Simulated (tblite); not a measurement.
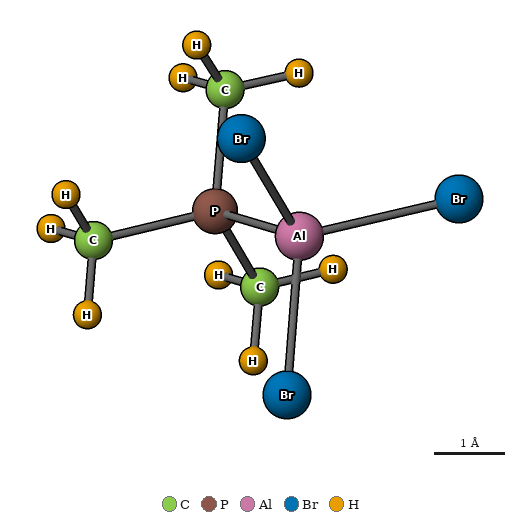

Figure 1. The structure as given in the input (ball-and-stick view, seen at a tilt). Sticks mark near contacts.

**C₃H₉AlBr₃P: geometry relaxation**

System: C₃H₉AlBr₃P ([AlBr3(PMe3)]).
Method: GFN2-xTB geometry optimisation, gas phase (tblite 0.8.0).

Output
```
step      E/eV     max force
  0    -736.36077    3.177
  1    -736.59238    2.416
  2    -736.86016    0.826
  3    -736.91549    0.493
  4    -736.95056    0.466
  5    -736.96809    0.393
  6    -736.98665    0.384
  7    -736.99889    0.338
  8    -737.00727    0.220
  9    -737.01232    0.173
 10    -737.01808    0.240
 11    -737.02589    0.419
 12    -737.03434    0.446
 13    -737.04111    0.280
 14    -737.04569    0.114
 15    -737.04829    0.108
 16    -737.04943    0.108
 17    -737.04987    0.047
 18    -737.05005    0.032
 19    -737.05023    0.039
 20    -737.05056    0.078
 21    -737.05109    0.103
 22    -737.05172    0.090
 23    -737.05225    0.048
 24    -737.05265    0.042
 25    -737.05300    0.042
 26    -737.05327    0.045
 27    -737.05339    0.022
 28    -737.05342    0.007
```

Trajectory as extended XYZ (Å, eV, eV/Å), 6 of the 29 frames kept, from step=0 to step=28
```
17
Properties=species:S:1:pos:R:3:forces:R:3 step=0 energy=-736.36077
C    -0.7724   -0.0222    1.7119   -1.0450  -0.1930   0.3050
P    -0.1839   -0.0554   -0.0070    0.4060  -0.0030   0.1880
C    -0.2498   -1.7603   -0.6289   -0.9970  -0.3570  -0.0340
C    -1.2007    1.0342   -1.0381   -0.9470  -0.0210   0.1870
Al    1.9856    0.6627   -0.0444    2.9880   1.0690  -0.1510
Br    2.7686    0.6104   -2.2919   -0.6150  -0.0790   0.8950
Br    3.3224   -0.7544    1.2951   -0.7810   0.3960  -0.4610
Br    2.0968    2.8889    0.7833   -0.3530  -0.9720  -0.3150
H    -0.1469   -0.6847    2.3437   -0.2930   0.3870  -0.3870
H    -1.8370   -0.3717    1.7478    0.7600   0.2330   0.1220
H    -0.7297    1.0172    2.0981    0.0580  -0.5710  -0.2150
H     0.3661   -2.4211    0.0003   -0.1580   0.2940  -0.2280
H     0.1089   -1.7776   -1.6667   -0.0080  -0.0090   0.2920
H    -1.3053   -2.1128   -0.6100    0.5840   0.0300  -0.0430
H    -2.2560    0.6867   -1.0036    0.4760   0.2910  -0.1730
H    -1.1481    2.0656   -0.6290    0.0370  -0.5690  -0.3010
H    -0.8254    1.0064   -2.0707   -0.1150   0.0730   0.3200
17
Properties=species:S:1:pos:R:3:forces:R:3 step=6 energy=-736.98665
C    -0.8007   -0.0304    1.6882   -0.0930  -0.0040   0.1590
P    -0.0931   -0.0308   -0.0008   -0.1560  -0.0540   0.0410
C    -0.2869   -1.7422   -0.6216   -0.0510  -0.1180  -0.0360
C    -1.2151    1.0029   -1.0111   -0.1200   0.1230  -0.0680
Al    2.2707    0.7614   -0.0572    0.0540   0.0260  -0.0080
Br    2.7049    0.5930   -2.2664   -0.0320  -0.0360  -0.1900
Br    3.2557   -0.7616    1.2862    0.0150  -0.1610   0.1230
Br    2.0395    2.8470    0.7761   -0.0940   0.1490   0.0700
H    -0.1723   -0.6670    2.3179   -0.0710   0.0060  -0.0740
H    -1.8410   -0.3756    1.7561    0.2990   0.0760  -0.2280
H    -0.7340    0.9876    2.0845   -0.0530  -0.0840  -0.0760
H     0.3430   -2.3957   -0.0145   -0.0520   0.0280   0.0280
H     0.0977   -1.7767   -1.6430   -0.0640   0.0280   0.0080
H    -1.3142   -2.1248   -0.6104    0.1760   0.2750   0.0700
H    -2.2650    0.6892   -1.0130    0.2840  -0.1020   0.1420
H    -1.1521    2.0308   -0.6435   -0.0300  -0.0830   0.0360
H    -0.8442    1.0051   -2.0375   -0.0120  -0.0660   0.0040
17
Properties=species:S:1:pos:R:3:forces:R:3 step=11 energy=-737.02589
C    -0.7925   -0.0288    1.6835    0.0410  -0.0010  -0.1070
P    -0.0799   -0.0250    0.0019    0.3940   0.1220  -0.0730
C    -0.2808   -1.7333   -0.6196    0.0110   0.0980   0.0350
C    -1.2059    1.0033   -1.0089    0.0720  -0.0840   0.0660
Al    2.3207    0.7781   -0.0601   -0.1380  -0.0660   0.0190
Br    2.6821    0.5816   -2.2969   -0.0110   0.0100   0.0900
Br    3.2396   -0.7934    1.3064   -0.0450   0.0810  -0.0710
Br    2.0057    2.8649    0.7877    0.0140  -0.0860  -0.0360
H    -0.1831   -0.6767    2.3109    0.0210  -0.0140   0.0450
H    -1.8193   -0.3758    1.6945   -0.1550  -0.0650  -0.0680
H    -0.7485    0.9856    2.0749    0.0070   0.0440   0.0430
H     0.3307   -2.3932   -0.0042   -0.0010  -0.0130  -0.0230
H     0.0818   -1.7709   -1.6470    0.0060  -0.0140   0.0150
H    -1.3145   -2.0641   -0.5889   -0.1190   0.0320   0.0330
H    -2.2310    0.6460   -0.9732   -0.0670  -0.0770   0.0400
H    -1.1622    2.0248   -0.6314   -0.0100   0.0090  -0.0330
H    -0.8497    0.9890   -2.0396   -0.0200   0.0240   0.0240
17
Properties=species:S:1:pos:R:3:forces:R:3 step=17 energy=-737.04987
C    -0.7801   -0.0275    1.6618   -0.0060  -0.0010  -0.0030
P    -0.0267   -0.0078   -0.0006   -0.0430  -0.0140   0.0110
C    -0.2749   -1.7093   -0.6117   -0.0070  -0.0010   0.0000
C    -1.1869    0.9899   -0.9949   -0.0070  -0.0070   0.0030
Al    2.3179    0.7756   -0.0603    0.0360   0.0150  -0.0050
Br    2.6666    0.5772   -2.2942    0.0280   0.0110   0.0120
Br    3.2211   -0.7964    1.3043    0.0260   0.0130  -0.0060
Br    1.9886    2.8555    0.7861    0.0290   0.0000  -0.0060
H    -0.1946   -0.6801    2.3093   -0.0090   0.0010  -0.0030
H    -1.8086   -0.3828    1.6179   -0.0040  -0.0060  -0.0170
H    -0.7595    0.9814    2.0732   -0.0030  -0.0030   0.0000
H     0.3180   -2.3930   -0.0045   -0.0070  -0.0050  -0.0040
H     0.0692   -1.7707   -1.6438   -0.0010  -0.0010   0.0000
H    -1.3252   -1.9916   -0.5603   -0.0150   0.0130   0.0110
H    -2.1980    0.5918   -0.9260   -0.0060  -0.0170   0.0070
H    -1.1734    2.0171   -0.6316   -0.0030   0.0010  -0.0020
H    -0.8605    0.9827   -2.0346   -0.0080   0.0000   0.0010
17
Properties=species:S:1:pos:R:3:forces:R:3 step=22 energy=-737.05172
C    -0.7855   -0.0289    1.6583    0.0000  -0.0050   0.0110
P    -0.0261   -0.0078    0.0009    0.0820   0.0310  -0.0200
C    -0.2813   -1.7074   -0.6101    0.0050  -0.0070   0.0020
C    -1.1915    0.9843   -0.9912   -0.0020   0.0150  -0.0150
Al    2.3341    0.7813   -0.0610   -0.0280  -0.0140   0.0090
Br    2.6851    0.5835   -2.2919    0.0230   0.0050  -0.0180
Br    3.2383   -0.7896    1.3019    0.0230   0.0020   0.0030
Br    2.0062    2.8595    0.7841    0.0180   0.0200   0.0050
H    -0.2029   -0.6808    2.3079   -0.0090  -0.0260   0.0100
H    -1.8124   -0.3875    1.6008   -0.0010   0.0140   0.0220
H    -0.7647    0.9785    2.0730   -0.0340   0.0040  -0.0050
H     0.3102   -2.3959   -0.0077   -0.0160  -0.0100   0.0250
H     0.0645   -1.7711   -1.6414   -0.0390   0.0030  -0.0130
H    -1.3352   -1.9771   -0.5518    0.0160  -0.0160  -0.0200
H    -2.1990    0.5768   -0.9171    0.0030   0.0210  -0.0010
H    -1.1785    2.0134   -0.6333   -0.0310  -0.0070   0.0240
H    -0.8684    0.9808   -2.0315   -0.0080  -0.0270  -0.0190
17
Properties=species:S:1:pos:R:3:forces:R:3 step=28 energy=-737.05342
C    -0.7889   -0.0309    1.6565   -0.0010   0.0010   0.0010
P    -0.0211   -0.0058    0.0004   -0.0020  -0.0030   0.0000
C    -0.2850   -1.7066   -0.6085   -0.0020   0.0000  -0.0040
C    -1.1946    0.9813   -0.9908    0.0030  -0.0010   0.0020
Al    2.3432    0.7843   -0.0608    0.0030   0.0010   0.0000
Br    2.7101    0.5917   -2.2907    0.0000   0.0000   0.0000
Br    3.2619   -0.7809    1.2994   -0.0010   0.0010   0.0000
Br    2.0300    2.8664    0.7824    0.0000  -0.0010   0.0000
H    -0.2128   -0.6862    2.3089    0.0000   0.0010   0.0020
H    -1.8159   -0.3881    1.5938   -0.0020  -0.0010  -0.0010
H    -0.7768    0.9759    2.0725    0.0010   0.0020   0.0050
H     0.2997   -2.4006   -0.0056    0.0020   0.0060   0.0000
H     0.0519   -1.7720   -1.6425    0.0000  -0.0060  -0.0030
H    -1.3400   -1.9708   -0.5500   -0.0020  -0.0020  -0.0010
H    -2.2003    0.5705   -0.9114    0.0030  -0.0020   0.0020
H    -1.1902    2.0095   -0.6304   -0.0010   0.0010  -0.0050
H    -0.8779    0.9743   -2.0332   -0.0010   0.0030   0.0020
```

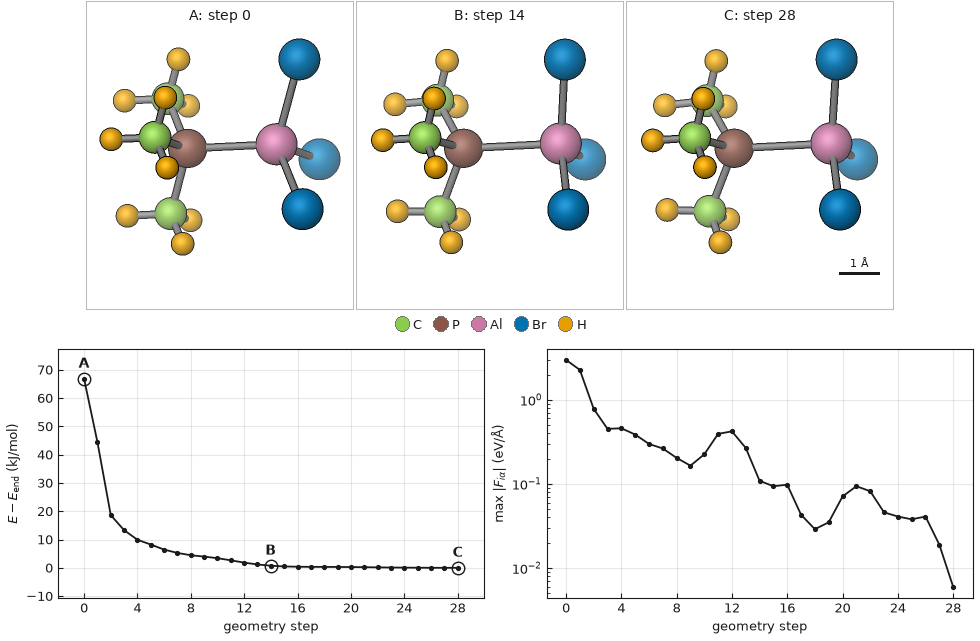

Figure 2. Frames of the relaxation (ball-and-stick view, seen at a tilt) above the curves, on which the letters mark them (steps are counted from 0).

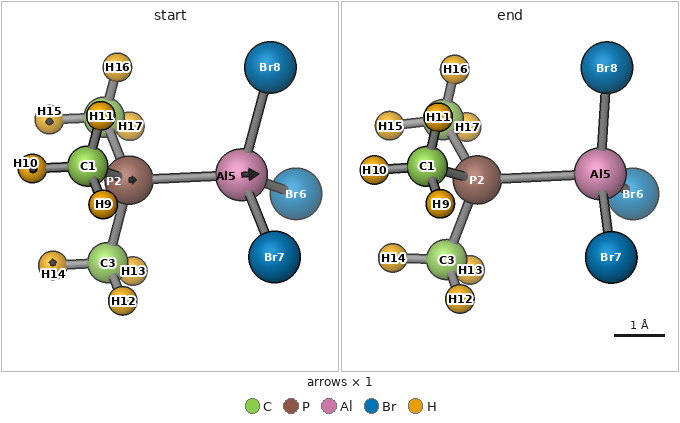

Figure 3. Before (left) and after (right) the relaxation, at one scale (ball-and-stick view, seen at a tilt). The black arrows give the displacements, at true length. The atom that moves furthest after the best rigid fit is Al5 (0.38 Å). Largest moves by element: Al 0.38 Å, P 0.17 Å, H 0.16 Å, C 0.07 Å, Br 0.07 Å. Among the contacts that change: P2–Al5 2.286 → 2.494 Å, Al5–Br6 2.381 → 2.268 Å, Al5–Br7 2.364 → 2.268 Å, C1–H10 1.121 → 1.089 Å. Among the angles that change: P2–Al5–Br7 109.8° → 98.7°, P2–Al5–Br6 108.7° → 98.7°, Br6–Al5–Br7 109.6° → 117.7°. After 28 geometry steps the energy has fallen by 66.8 kJ/mol. Largest force component: 3 eV/Å at the start, 0.006 eV/Å at the end. (Atoms are counted from 1 in the order of the input.)

The run was set up as follows.

The input
```
{"job": {"kind": "relax", "xc": "GFN2-xTB", "basis": "xTB"}, "charge": 0, "multiplicity": 1}
C     -0.772400    -0.022200     1.711900
P     -0.183900    -0.055400    -0.007000
C     -0.249800    -1.760300    -0.628900
C     -1.200700     1.034200    -1.038100
Al     1.985600     0.662700    -0.044400
Br     2.768600     0.610400    -2.291900
Br     3.322400    -0.754400     1.295100
Br     2.096800     2.888900     0.783300
H     -0.146900    -0.684700     2.343700
H     -1.837000    -0.371700     1.747800
H     -0.729700     1.017200     2.098100
H      0.366100    -2.421100     0.000300
H      0.108900    -1.777600    -1.666700
H     -1.305300    -2.112800    -0.610000
H     -2.256000     0.686700    -1.003600
H     -1.148100     2.065600    -0.629000
H     -0.825400     1.006400    -2.070700
```

The first line tells a small driver script what to run in tblite; the rest is the geometry in Å.

Launch command:
```bash
OMP_NUM_THREADS=1 python <driver script> task.json out
```

Summary

```csv
quantity,value
outcome,converged
total energy,−737.0534 eV
hardware,"1 CPU thread, shared host"
wall time,0.59 s
peak memory,0.18 GiB
```
